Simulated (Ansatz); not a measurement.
**PBE0/cc-pVDZ run of CH5BO2 (SMILES COBO)**

What is the electronic atomisation energy of CH5BO2 at PBE0/cc-pVDZ? 

Program for the calculation: Ansatz 0.2.0.

70 further runs of the same task are left out: 70 set aside as unsound or not needed.

## (1) Starting point

CH5BO2: 9 atoms, total charge 0, spin state singlet. SMILES: `COBO`. The shape is that of a PBE0-D4/def2-TZVP optimisation. This is one conformer, not always the lowest.

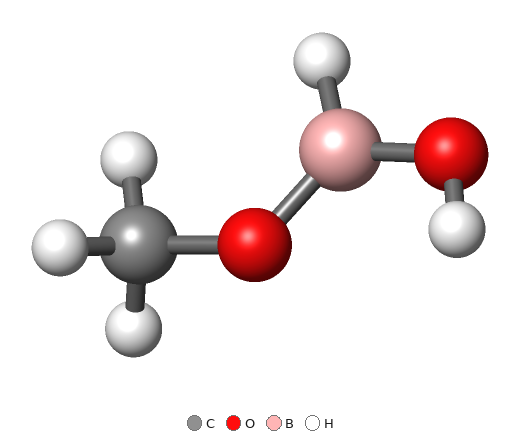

Viewed from a chosen angle; carbon grey, oxygen red, boron pink, hydrogen white.

## (2) The energy at PBE0/cc-pVDZ

in.yaml

```yaml
crystal:
  periodic: [false, false, false]
  atoms:
    - {symbol: C, position_ang: [0.281800, 0.801900, -1.057400]}
    - {symbol: O, position_ang: [-0.113500, 0.454800, 0.251000]}
    - {symbol: B, position_ang: [-0.134900, -0.834100, 0.671600]}
    - {symbol: O, position_ang: [-0.524600, -1.118500, 1.938500]}
    - {symbol: H, position_ang: [0.568100, -0.079800, -1.637600]}
    - {symbol: H, position_ang: [1.131400, 1.486400, -1.006200]}
    - {symbol: H, position_ang: [-0.544800, 1.307500, -1.561700]}
    - {symbol: H, position_ang: [0.183900, -1.738400, -0.047600]}
    - {symbol: H, position_ang: [-0.758900, -0.326300, 2.432200]}
basis:
  gaussian:
    orbitals: cc-pVDZ
hamiltonian:
  xc: pbe0
accuracy: high
output:
  orbitals: {seedname: orbitals}
```

On the command line:

```console
$ ansatz run in.yaml --threads 1 --pin off --max-ram 3480MiB --events-out events.jsonl --progress --plain --runs-dir runs
```

The log of the run:

```text
Warning: RAYON_NUM_THREADS=1 ignored (pool sized by the plan → 1); use --threads N
Functional definition: PBE0
  name "PBE0"
  parameter a = 0.25
  parameter kappa = 0.804
  parameter beta = 0.06672455060314922
  exchange = (1 - a)*pbe_x(kappa = kappa, mu = beta*pi^2/3) + a*exact_x
  correlation = pbe_c(beta = beta)
1902 factors; integrals over basis functions are off by at most 5.7e-9 eV
mean field evaluation 1: about -5879.7760 eV, gradient 5.2e1 eV
mean field evaluation 2: about -5876.6323 eV, gradient 6.8e1 eV
mean field evaluation 4: about -5884.7916 eV, gradient 1.6e0 eV
mean field evaluation 8: about -5884.7945 eV, gradient 7.6e-2 eV
mean field evaluation 16: about -5884.7945 eV, gradient 2.7e-6 eV
mean field -5884.79446342 eV, -216.2622076739 hartree, gradient 6.1e-8 eV, S^2 0.000000; 0 other end points of the search recorded, 0 dependent functions left out
reference -5884.79446582 eV, -216.2622077619 hartree; 16, 16 occupied and 65, 65 virtual orbitals, 1902 factors
Total energy: -5884.79446582 eV, -216.2622077619 hartree
```

Wall time 4.8 s (1 thread of Arm Neoverse V2, shared host); peak memory 0.24 GiB.

## (3) The B atom at the same level

in.yaml

```yaml
crystal:
  periodic: [false, false, false]
  atoms:
    - {symbol: B, position_ang: [0.000000, 0.000000, 0.000000]}
basis:
  gaussian: {orbitals: cc-pVDZ}
magnetization: {spin_polarized: true, initial_magnetization: 1}
hamiltonian: {xc: {name: PBE0}}
accuracy: high
```

On the command line:

```console
$ ansatz run in.yaml --threads 1 --pin off --max-ram 3480MiB --events-out events.jsonl --progress --plain --runs-dir runs
```

The log of the run:

```text
Warning: RAYON_NUM_THREADS=1 ignored (pool sized by the plan → 1); use --threads N
Functional definition: PBE0
  name "PBE0"
  parameter a = 0.25
  parameter kappa = 0.804
  parameter beta = 0.06672455060314922
  exchange = (1 - a)*pbe_x(kappa = kappa, mu = beta*pi^2/3) + a*exact_x
  correlation = pbe_c(beta = beta)
96 factors; integrals over basis functions are off by at most 1.0e-9 eV
mean field evaluation 1: about -669.7725 eV, gradient 2.3e0 eV
mean field evaluation 2: about -669.8282 eV, gradient 4.6e-1 eV
mean field evaluation 4: about -669.8305 eV, gradient 4.7e-1 eV
mean field evaluation 8: about -669.8333 eV, gradient 2.7e-4 eV
mean field evaluation 16: about -669.8333 eV, gradient 1.2e-8 eV
mean field -669.83334165 eV, -24.6159212763 hartree, gradient 1.2e-8 eV, S^2 0.753232; 0 other end points of the search recorded, 0 dependent functions left out
reference -669.83334323 eV, -24.6159213342 hartree; 3, 2 occupied and 11, 12 virtual orbitals, 96 factors
Total energy: -669.83334323 eV, -24.6159213342 hartree
```

Run time: 0.3 s. Hardware: 1 thread of Arm Neoverse V2, shared host.

## (4) The C atom

run.yaml

```yaml
crystal:
  periodic: [false, false, false]
  atoms:
    - {symbol: C, position_ang: [0.000000, 0.000000, 0.000000]}
basis:
  gaussian:
    orbitals: cc-pVDZ
accuracy: high
hamiltonian:
  xc: {name: PBE0}
magnetization:
  spin_polarized: true
  initial_magnetization: 2
```

Run the same way, it converges to -37.79901 Eh (log not shown).

## (5) The H atom, same level

input.yaml

```yaml
crystal:
  periodic: [false, false, false]
  atoms:
    - symbol: H
      position_ang: [0.000000, 0.000000, 0.000000]
basis:
  gaussian:
    orbitals: cc-pVDZ
magnetization:
  spin_polarized: true
  initial_magnetization: 1
hamiltonian:
  xc: {name: PBE0}
accuracy: high
```

On the command line:

```console
$ ansatz run input.yaml --threads 1 --pin off --max-ram 3480MiB --events-out events.jsonl --progress --plain --runs-dir runs
```

The log of the run:

```text
Warning: RAYON_NUM_THREADS=1 ignored (pool sized by the plan → 1); use --threads N
Functional definition: PBE0
  name "PBE0"
  parameter a = 0.25
  parameter kappa = 0.804
  parameter beta = 0.06672455060314922
  exchange = (1 - a)*pbe_x(kappa = kappa, mu = beta*pi^2/3) + a*exact_x
  correlation = pbe_c(beta = beta)
15 factors; integrals over basis functions are off by at most 4.6e-8 eV
mean field evaluation 1: about -13.6122 eV, gradient 3.3e-1 eV
mean field evaluation 2: about -13.6122 eV, gradient 3.3e-1 eV
mean field evaluation 4: about -13.6136 eV, gradient 4.5e-6 eV
mean field evaluation 8: about -13.6136 eV, gradient 8.9e-11 eV
mean field -13.61357941 eV, -0.5002898156 hartree, gradient 1.3e-10 eV, S^2 0.750000; 0 other end points of the search recorded, 0 dependent functions left out
reference -13.61358076 eV, -0.5002898653 hartree; 1, 0 occupied and 4, 5 virtual orbitals, 15 factors
Total energy: -13.61358076 eV, -0.5002898653 hartree
```

It took 0.1 s on 1 thread of Arm Neoverse V2, shared host.

## (6) The O atom

molecule.yaml

```yaml
crystal:
  periodic: [false, false, false]
  atoms:
    - symbol: O
      position_ang: [0.000000, 0.000000, 0.000000]
basis:
  gaussian:
    orbitals: cc-pVDZ
magnetization:
  spin_polarized: true
  initial_magnetization: 2
hamiltonian:
  xc: {name: PBE0}
accuracy: high
```

Run the same way, it converges to -74.99304 Eh (log not shown).

## (7) Outcome

Level: PBE0/cc-pVDZ.

| quantity | value |
| --- | --- |
| molecule: total energy | -216.26221 Eh |
| molecule: HOMO energy | -8.38 eV |
| molecule: LUMO energy | 1.42 eV |
| molecule: HOMO–LUMO gap | 9.80 eV |
| B atom: total energy | -24.61592 Eh |
| B atom: ⟨S²⟩ | 0.753 |
| C atom: total energy | -37.79901 Eh |
| C atom: ⟨S²⟩ | 2.003 |
| H atom: total energy | -0.50029 Eh |
| H atom: ⟨S²⟩ | 0.750 |
| O atom: total energy | -74.99304 Eh |
| O atom: ⟨S²⟩ | 2.002 |
| electronic atomisation energy | 37.000 eV |

Taking the molecule apart into free atoms costs 37.00 eV (853 kcal/mol), before zero-point energy and without spin-orbit coupling.
